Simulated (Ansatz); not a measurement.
# H₄InNSi + HCl: a complex and its separated parts, part 3 of 3

Ansatz 0.2.0, Gaussian basis. The steps go on from the part before.

## Step 16: B2PLYP/def2-TZVPP

The inputs:

parta/in.yaml

```yaml
crystal:
  periodic: [false, false, false]
  atoms:
    - {symbol: In, position_ang: [-1.165614, -0.746055, -1.916695]}
    - {symbol: Si, position_ang: [0.761890, -0.110104, 0.737340]}
    - {symbol: N, position_ang: [0.481373, -1.077203, -0.642176]}
    - {symbol: H, position_ang: [-0.354170, 0.888872, 0.760455]}
    - {symbol: H, position_ang: [2.043666, 0.657469, 0.720335]}
    - {symbol: H, position_ang: [0.728959, -0.842552, 2.039152]}
    - {symbol: H, position_ang: [1.139631, -1.822539, -0.830369]}
basis:
  gaussian: {orbitals: def2-TZVPP}
hamiltonian: {xc: {name: B2PLYP}}
```

partb/in.yaml

```yaml
crystal:
  periodic: [false, false, false]
  atoms:
    - {symbol: H, position_ang: [-1.371297, 1.404159, 0.007144]}
    - {symbol: Cl, position_ang: [-2.264435, 1.648053, -0.875184]}
basis:
  gaussian: {orbitals: def2-TZVPP}
hamiltonian: {xc: {name: B2PLYP}}
```

One command serves all of them, each in its own folder.

Launch:

```console
> ansatz run in.yaml --threads 4 --pin off --events-out ev --progress --plain --max-ram 9574MiB
```

Output in parta (excerpt; [...] marks lines left out):

```text
Functional definition: B2PLYP
  name "B2PLYP"
  cite "Grimme, J. Chem. Phys. 124, 034108 (2006) doi:10.1063/1.2148954"
  cite "Becke, Phys. Rev. A 38, 3098 (1988) doi:10.1103/PhysRevA.38.3098"
  cite "Lee, Yang & Parr, Phys. Rev. B 37, 785 (1988) doi:10.1103/PhysRevB.37.785"
[...]
1227 factors; integrals over basis functions are off by at most 9.0e-4 eV
[...]
mean field -14593.06209315 eV, -536.2851403904 hartree, gradient 1.6e-6 eV, S^2 0.000000; 0 other end points of the search recorded, 0 dependent functions left out
10 core orbitals not correlated: weight in the atoms' cores, before any rotation towards them, 1.000 or more for the frozen orbitals, at most 0.000 for the correlated occupied ones
reference -14593.06225292 eV, -536.2851462620 hartree; 13, 13 occupied and 156, 156 virtual orbitals, 1227 factors
second order -20.35601258 eV of doubles, -0.00000000 eV of singles
Total energy: -14598.55837632 eV, -536.4871250714 hartree
```

partb printed (excerpt; [...] marks lines left out):

```text
[... 5 set-up lines as earlier in the session ...]
[...]
322 factors; integrals over basis functions are off by at most 1.4e-3 eV
[...]
mean field -12534.13733777 eV, -460.6210512196 hartree, gradient 9.7e-6 eV, S^2 0.000000; 0 other end points of the search recorded, 0 dependent functions left out
5 core orbitals not correlated: weight in the atoms' cores, before any rotation towards them, 1.000 or more for the frozen orbitals, at most 0.000 for the correlated occupied ones
reference -12534.13743453 eV, -460.6210547754 hartree; 4, 4 occupied and 47, 47 virtual orbitals, 322 factors
second order -6.68496649 eV of doubles, -0.00000000 eV of singles
Total energy: -12535.94237548 eV, -460.6873851320 hartree
```

Times: 4.7 s (parta), 0.35 s (partb) on 4 threads of Arm Neoverse N1, shared host.

## Step 17: PBE-QIDH/def2-TZVPP

Each input of step 16 (parta, partb) changes in the same lines:

```diff
-hamiltonian: {xc: {name: B2PLYP}}
+hamiltonian: {xc: {name: PBE-QIDH}}
```

The same command starts each run, in its folder.

Launch:

```console
> ansatz run in.yaml --threads 4 --pin off --events-out ev --progress --plain --max-ram 9574MiB
```

Output in parta (excerpt; [...] marks lines left out):

```text
Functional definition: PBE-QIDH
  name "PBE-QIDH"
  cite "Brémond, Sancho-García, Pérez-Jiménez & Adamo, J. Chem. Phys. 141, 031101 (2014) doi:10.1063/1.4890314"
[... 1 set-up line as earlier in the session ...]
[...]
1227 factors; integrals over basis functions are off by at most 9.0e-4 eV
[...]
mean field -14589.14499776 eV, -536.1411897901 hartree, gradient 6.6e-6 eV, S^2 0.000000; 0 other end points of the search recorded, 0 dependent functions left out
10 core orbitals not correlated: weight in the atoms' cores, before any rotation towards them, 1.000 or more for the frozen orbitals, at most 0.000 for the correlated occupied ones
reference -14589.14501127 eV, -536.1411902866 hartree; 13, 13 occupied and 156, 156 virtual orbitals, 1227 factors
second order -18.88466725 eV of doubles, -0.00000000 eV of singles
Total energy: -14595.43990036 eV, -536.3725231936 hartree
```

Log of partb (excerpt; [...] marks lines left out):

```text
[... 4 set-up lines as earlier in the session ...]
[...]
322 factors; integrals over basis functions are off by at most 1.4e-3 eV
[...]
mean field -12531.03292269 eV, -460.5069660696 hartree, gradient 2.4e-6 eV, S^2 0.000000; 0 other end points of the search recorded, 0 dependent functions left out
5 core orbitals not correlated: weight in the atoms' cores, before any rotation towards them, 1.000 or more for the frozen orbitals, at most 0.000 for the correlated occupied ones
reference -12531.03292906 eV, -460.5069663037 hartree; 4, 4 occupied and 47, 47 virtual orbitals, 322 factors
second order -6.22518377 eV of doubles, -0.00000000 eV of singles
Total energy: -12533.10799031 eV, -460.5832233982 hartree
```

Times: 5 s (parta), 0.35 s (partb) on 4 threads of Arm Neoverse N1, shared host.

## Step 18: RPA on PBE/def2-TZVPP

Each input of step 17 (parta, partb) changes in the same lines:

```diff
-hamiltonian: {xc: {name: PBE-QIDH}}
+hamiltonian: {xc: pbe}
+correlation: {method: rpa}
```

One command serves all of them, each in its own folder.

Launch:

```console
> ansatz run in.yaml --threads 4 --pin off --events-out ev --progress --plain --max-ram 9574MiB
```

Log of parta (excerpt; [...] marks lines left out):

```text
[... 4 set-up lines as earlier in the session ...]
[...]
1227 factors; integrals over basis functions are off by at most 9.0e-4 eV
[...]
mean field -14602.76497451 eV, -536.6417147036 hartree, gradient 3.3e-6 eV, S^2 0.000000; 0 other end points of the search recorded, 0 dependent functions left out
10 core orbitals not correlated: weight in the atoms' cores, before any rotation towards them, 1.000 or more for the frozen orbitals, at most 0.000 for the correlated occupied ones
reference -14556.90938850 eV, -534.9565529998 hartree; 13, 13 occupied and 156, 156 virtual orbitals, 1227 factors
Total energy: -14583.34879906 eV, -535.9281834167 hartree
```

partb printed (excerpt; [...] marks lines left out):

```text
[... 4 set-up lines as earlier in the session ...]
[...]
322 factors; integrals over basis functions are off by at most 1.4e-3 eV
[...]
mean field -12534.30964820 eV, -460.6273835112 hartree, gradient 3.3e-6 eV, S^2 0.000000; 0 other end points of the search recorded, 0 dependent functions left out
5 core orbitals not correlated: weight in the atoms' cores, before any rotation towards them, 1.000 or more for the frozen orbitals, at most 0.000 for the correlated occupied ones
reference -12519.65918933 eV, -460.0889890781 hartree; 4, 4 occupied and 47, 47 virtual orbitals, 322 factors
Total energy: -12529.02200374 eV, -460.4330661613 hartree
```

Times: 5 s (parta), 0.35 s (partb) on 4 threads of Arm Neoverse N1, shared host.

## Step 19: CCSD(T)/def2-TZVPP

The same edit goes into each in.yaml of step 18 (parta, partb):

```diff
-hamiltonian: {xc: pbe}
-correlation: {method: rpa}
+correlation: {method: ccsd_t}
```

Each run has its own folder and the same command.

Launch:

```console
> ansatz run in.yaml --threads 4 --pin off --events-out ev --progress --plain --max-ram 9574MiB
```

Log of parta (excerpt; [...] marks lines left out):

```text
Functional definition: HF
  name "HF"
  cite "Fock, Z. Phys. 61, 126 (1930) doi:10.1007/BF01340294"
[... 1 set-up line as earlier in the session ...]
[...]
1227 factors; integrals over basis functions are off by at most 9.0e-4 eV
[...]
mean field -14558.21011642 eV, -535.0043538692 hartree, gradient 1.6e-6 eV, S^2 0.000000; 0 other end points of the search recorded, 0 dependent functions left out
10 core orbitals not correlated: weight in the atoms' cores, before any rotation towards them, 1.000 or more for the frozen orbitals, at most 0.000 for the correlated occupied ones
reference -14558.21011642 eV, -535.0043538692 hartree; 13, 13 occupied and 156, 156 virtual orbitals, 1227 factors
second order -16.73854789 eV of doubles, -0.00000000 eV of singles
cycle   1  -16.65153978 eV  change    8.7e-2 eV  update   1.1e-1
[...]
cycle  10  -17.22051253 eV  change    1.5e-5 eV  update   1.2e-5
perturbative correction -0.61343806 eV, -0.0225434330 hartree
Total energy: -14576.04406702 eV, -535.6597394654 hartree
```

Log of partb (excerpt; [...] marks lines left out):

```text
[... 4 set-up lines as earlier in the session ...]
[...]
322 factors; integrals over basis functions are off by at most 1.4e-3 eV
[...]
mean field -12519.93374551 eV, -460.0990788316 hartree, gradient 2.9e-6 eV, S^2 0.000000; 0 other end points of the search recorded, 0 dependent functions left out
5 core orbitals not correlated: weight in the atoms' cores, before any rotation towards them, 1.000 or more for the frozen orbitals, at most 0.000 for the correlated occupied ones
reference -12519.93374551 eV, -460.0990788316 hartree; 4, 4 occupied and 47, 47 virtual orbitals, 322 factors
second order -5.53927612 eV of doubles, -0.00000000 eV of singles
cycle   1  -5.96030002 eV  change   -4.2e-1 eV  update   3.9e-2
[...]
cycle   7  -6.10185037 eV  change   -6.0e-6 eV  update   7.9e-6
perturbative correction -0.21572838 eV, -0.0079278716 hartree
Total energy: -12526.25132426 eV, -460.3312455683 hartree
```

Times: 44 s (parta), 0.3 s (partb) on 4 threads of Arm Neoverse N1, shared host; peak memory 1.8 GiB.

## Step 20: Vibrations of H₄InNSi

Input file vib-parta/in.yaml:

```yaml
crystal:
  periodic: [false, false, false]
  atoms:
    - {symbol: In, position_ang: [-1.165614, -0.746055, -1.916695]}
    - {symbol: Si, position_ang: [0.761890, -0.110104, 0.737340]}
    - {symbol: N, position_ang: [0.481373, -1.077203, -0.642176]}
    - {symbol: H, position_ang: [-0.354170, 0.888872, 0.760455]}
    - {symbol: H, position_ang: [2.043666, 0.657469, 0.720335]}
    - {symbol: H, position_ang: [0.728959, -0.842552, 2.039152]}
    - {symbol: H, position_ang: [1.139631, -1.822539, -0.830369]}
basis:
  gaussian: {orbitals: def2-TZVP}
hamiltonian: {xc: pbe0, dispersion: d4}
phonons: {temperatures: {t_min: 298.15, t_max: 900, t_step: 200}}
```

Launch:

```console
> ansatz run in.yaml --threads 4 --pin off --events-out ev --progress --plain --max-ram 9574MiB
```

The log of the run (excerpt; [...] marks lines left out):

```text
[... 5 set-up lines as earlier in the session ...]
[...]
1080 factors; their error is unknown
[...]
mean field -14603.51400308 eV, -536.6692409960 hartree, gradient 3.3e-5 eV, S^2 0.000000; 0 other end points of the search recorded, 0 dependent functions left out
[...]
Atom 4 at     2.043666     0.657469     0.720335 Å, force     0.000043    -0.000299     0.001197 eV/Å
Atom 5 at     0.728959    -0.842552     2.039152 Å, force     0.000221     0.000457     0.000417 eV/Å
Atom 6 at     1.139631    -1.822539    -0.830369 Å, force     0.002170    -0.001343    -0.000184 eV/Å
Dipole moment:    -0.127751    -0.208888    -0.365636 e Å
Vibrations: 85.74 138.29 367.01 425.21 696.10 710.44 886.69 931.08 962.02 989.11 1000.81 2157.15 2168.11 2182.58 3586.07 cm⁻¹, zero-point energy 1.071621 eV
```

It took 75 s on 4 threads of Arm Neoverse N1, shared host.

Wavenumbers and character of the modes:

| mode | wavenumber (cm⁻¹) | character |
| --- | --- | --- |
| 1 | 86 | bend |
| 2 | 138 | torsion |
| 3 | 367 | torsion |
| 4 | 425 | In–N stretch |
| 5 | 696 | bend |
| 6 | 710 | bend |
| 7 | 887 | Si–N stretch |
| 8 | 931 | bend with torsion |
| 9 | 962 | bend |
| 10 | 989 | bend |
| 11 | 1001 | bend |
| 12 | 2157 | Si–H stretch |
| 13 | 2168 | Si–H stretch |
| 14 | 2183 | Si–H stretch |
| 15 | 3586 | N–H stretch |

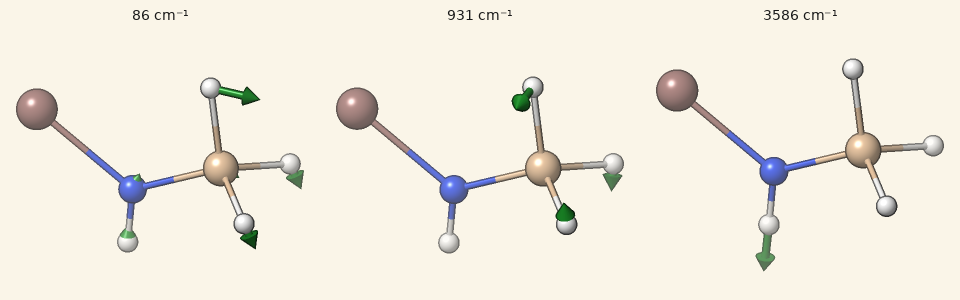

Displacements of 3 modes, as arrows.

Vibrational sums (real modes only):

| T (K) | entropy (J/mol/K) | heat capacity (J/mol/K) |
| --- | --- | --- |
| 298 | 40.7 | 44.6 |
| 498 | 69.6 | 68.1 |
| 698 | 95.1 | 82.8 |
| 898 | 117.3 | 92.8 |

## Step 21: Vibrations of HCl

Input file vib-partb/in.yaml:

```yaml
crystal:
  periodic: [false, false, false]
  atoms:
    - {symbol: H, position_ang: [-1.371297, 1.404159, 0.007144]}
    - {symbol: Cl, position_ang: [-2.264435, 1.648053, -0.875184]}
basis:
  gaussian: {orbitals: def2-TZVP}
hamiltonian: {xc: pbe0, dispersion: d4}
phonons: {temperatures: {t_min: 298.15, t_max: 900, t_step: 200}}
```

Launch:

```console
> ansatz run in.yaml --threads 4 --pin off --events-out ev --progress --plain --max-ram 9574MiB
```

The log of the run (excerpt; [...] marks lines left out):

```text
[... 5 set-up lines as earlier in the session ...]
[...]
312 factors; their error is unknown
[...]
mean field -12535.31645828 eV, -460.6643830989 hartree, gradient 4.2e-5 eV, S^2 0.000000; 0 other end points of the search recorded, 0 dependent functions left out
[...]
reference -12535.31636542 eV, -460.6643796865 hartree; 9, 9 occupied and 34, 34 virtual orbitals, 312 factors
Total energy: -12535.32105158 eV, -460.6645518999 hartree
Atom 0 at    -1.371297     1.404159     0.007144 Å, force    -0.001553     0.000424    -0.001535 eV/Å
Atom 1 at    -2.264435     1.648053    -0.875184 Å, force     0.001553    -0.000424     0.001535 eV/Å
Dipole moment:     0.183405    -0.050084     0.181186 e Å
Vibrations: 2996.44 cm⁻¹, zero-point energy 0.185755 eV
```

Run time: 1.7 s. Hardware: 4 threads of Arm Neoverse N1, shared host.

Wavenumbers and character of the modes:

| mode | wavenumber (cm⁻¹) | character |
| --- | --- | --- |
| 1 | 2996 | Cl–H stretch |

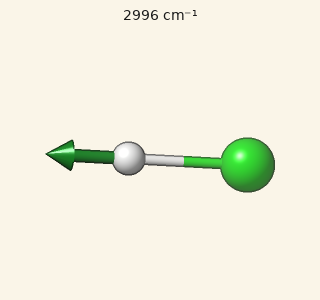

How the atoms move in 1 of the modes.

Vibrational sums (real modes only):

| T (K) | entropy (J/mol/K) | heat capacity (J/mol/K) |
| --- | --- | --- |
| 298 | 0.0 | 0.0 |
| 498 | 0.0 | 0.1 |
| 698 | 0.1 | 0.7 |
| 898 | 0.4 | 1.6 |

## Step 22: Complex less separated parts

The complex's own energies come from single points at the same levels.

Rows are in def2-TZVPP; times add the 3 runs of a level on a shared host, so small differences are noise.

Differences are taken before rounding.

| method | rung | complex less parts (kcal/mol) | from CCSD(T) (kcal/mol) | time |
| --- | --- | --- | --- | --- |
| SPW92 | LDA | -10.04 | -7.73 | 3.2 s |
| PBE-D4 | GGA | -6.71 | -4.39 | 5.2 s |
| BLYP-D4 | GGA | -6.32 | -4.00 | 5.8 s |
| r2SCAN-D4 | meta-GGA | -5.12 | -2.81 | 12 s |
| B97M-V | meta-GGA | -4.58 | -2.27 | 23 s |
| PBE0-D4 | hybrid | -5.13 | -2.82 | 8.4 s |
| B3LYP-D4 | hybrid | -5.27 | -2.96 | 7.6 s |
| r2SCAN0-D4 | hybrid | -4.24 | -1.93 | 14 s |
| BHLYP-D4 | hybrid | -4.12 | -1.81 | 7.4 s |
| CAM-B3LYP-D4 | range-separated hybrid | -4.21 | -1.90 | 8.7 s |
| wB97X-V | range-separated hybrid | -3.18 | -0.87 | 21 s |
| wB97M-V | range-separated hybrid | -3.52 | -1.21 | 24 s |
| B2PLYP | double hybrid | -2.34 | -0.03 | 15 s |
| PBE-QIDH | double hybrid | -2.86 | -0.55 | 15 s |
| RPA on PBE | RPA | -0.99 | +1.32 | 15 s |
| Hartree-Fock | wavefunction | 3.73 | +6.05 |  |
| MP2 | wavefunction | -3.31 | -1.00 |  |
| CCSD | wavefunction | -1.29 | +1.02 |  |
| CCSD(T) | wavefunction | -2.31 | 0 | 4.4 min |

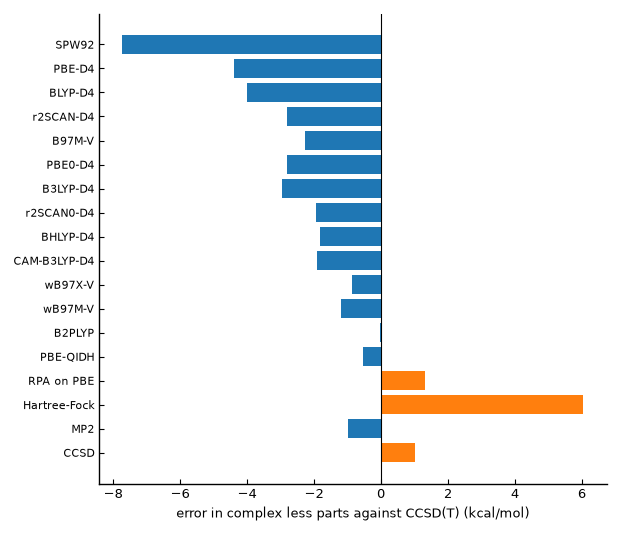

Deviations from CCSD(T), method by method.

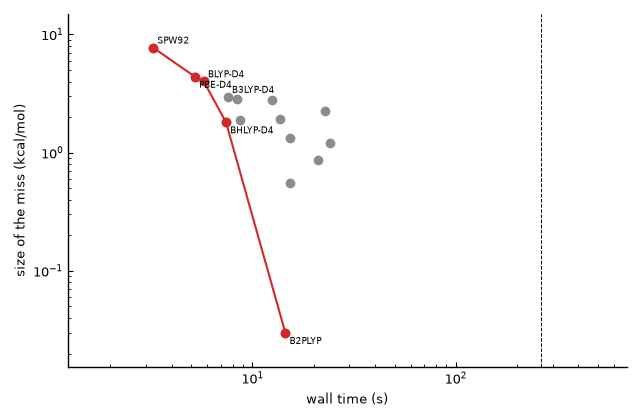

Accuracy for the time spent; red marks the levels that beat every quicker one drawn (of those quicker than the yardstick), and the dashed line is the time of CCSD(T). Only those levels and the largest misses are named. Times are from a shared host.

For cost: B2PLYP gets within 0.03 kcal/mol in 15 s, where CCSD(T) took 4.4 min; the quickest level in the cost chart, SPW92, takes 3.2 s and misses by 7.73 kcal/mol.

The complex's zero-point energy, from a separate PBE0-D4 run, is 1.299 eV.

## Step 23: What came out

What follows sums up all 3 parts.

| quantity | value |
| --- | --- |
| complex less parts, CCSD(T)/def2-TZVPP | -2.31 kcal/mol |
| with zero-point energy | -1.36 kcal/mol |
| largest T1 diagnostic | 0.016 |

At CCSD(T) the complex lies 2.31 kcal/mol below its parts. B2PLYP is the best functional here (-0.03 kcal/mol from CCSD(T)); SPW92 is the worst (-7.73 kcal/mol). By rung, the mean size of the error is: LDA 7.73, GGA 4.20, meta-GGA 2.54, hybrid 2.38, range-separated hybrid 1.33, double hybrid 0.29 kcal/mol. PBE-D4 gives a relative energy 4.39 kcal/mol too low, an error of 190 % of the reference. No counterpoise was applied, and triple zeta lacks some correlation, so the CCSD(T) reference has a basis error of its own, and close matches with it are partly luck.
